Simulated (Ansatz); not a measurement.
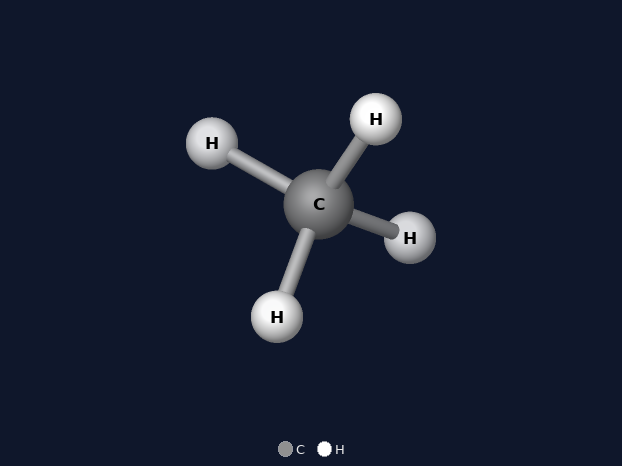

A ball-and-stick model of a molecule. Every bond is drawn as one stick, whatever its order.

The computed structure is the end point of a PBE0-D4/def2-TZVP optimisation.

Describe the molecule.

It has 5 atoms: 1 carbon and 4 hydrogen (CH4). This geometry has Td symmetry. Coordination: 1 C tetrahedral.

The parts below concern this one geometry. Atoms keep their numbers from picture to picture.

### Geometry

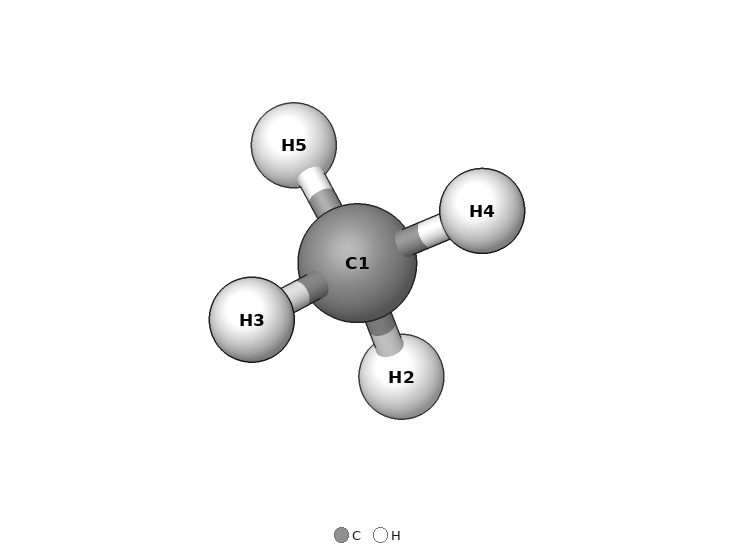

The atoms are numbered.

List the bonds and their lengths.

```tsv
bond	length (Å)
C1–H2	1.090
C1–H3	1.090
C1–H4	1.090
C1–H5	1.090
```

### Thermal motion

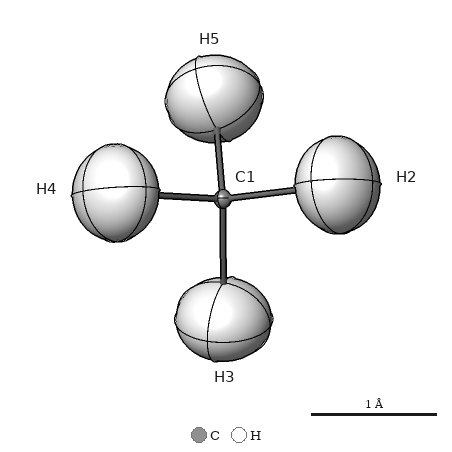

Displacement ellipsoids at the 50 % level, enlarged 3 times, from the internal vibrations of the free molecule (harmonic, no overall translation or rotation; no half-axis is drawn under 0.075 Å). Vibrations computed with RKS PBE0-D4/def2-TZVP (Ansatz 0.2.0). Temperature: 600 K.

**Which atom has the largest mean-square displacement?**

H2, H3, H4, H5, with U_eq = 0.0064 Å².

List U_eq and the three principal root-mean-square amplitudes for each kind of atom.

| atom | U_eq (Å²) | rms amplitudes (Å) |
| --- | --- | --- |
| C1 | 0.00022 | 0.015, 0.015, 0.015 |
| H2, H3, H4, H5 | 0.0064 | 0.071, 0.084, 0.084 |

### Vibrations

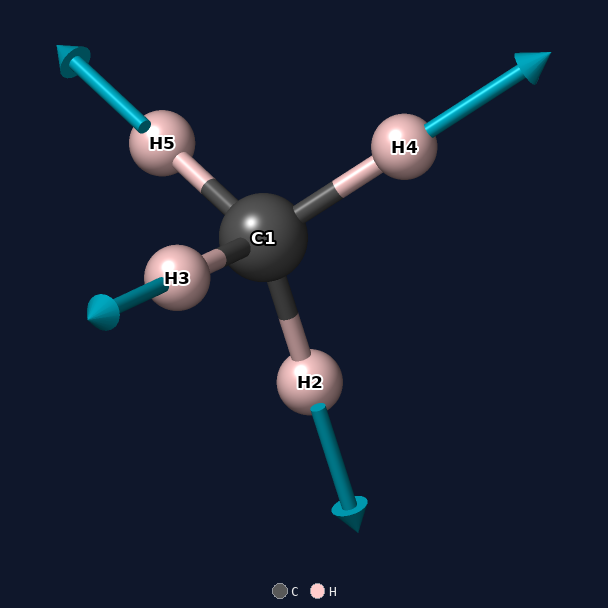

The arrows show one normal mode. Harmonic vibrations computed with RKS PBE0-D4/def2-TZVP (Ansatz 0.2.0) at a stationary point of the same level.

**What kind of motion is it?**

Mostly in-phase stretching of 4 C–H bonds.

**Estimate its harmonic wavenumber.**

3048 cm⁻¹; it is mode 6 of 9 counted from the lowest.

### Charges

The questions are on Mulliken charges. Properties computed with RKS PBE0-D4/def2-TZVP (Ansatz 0.2.0).

Give the Mulliken charges atom by atom.

| atom | value (e) |
| --- | --- |
| C1 | −0.53 |
| H2 | 0.13 |
| H3 | 0.13 |
| H4 | 0.13 |
| H5 | 0.13 |

Mulliken values depend strongly on the basis set and can even reverse the polarity of a bond.
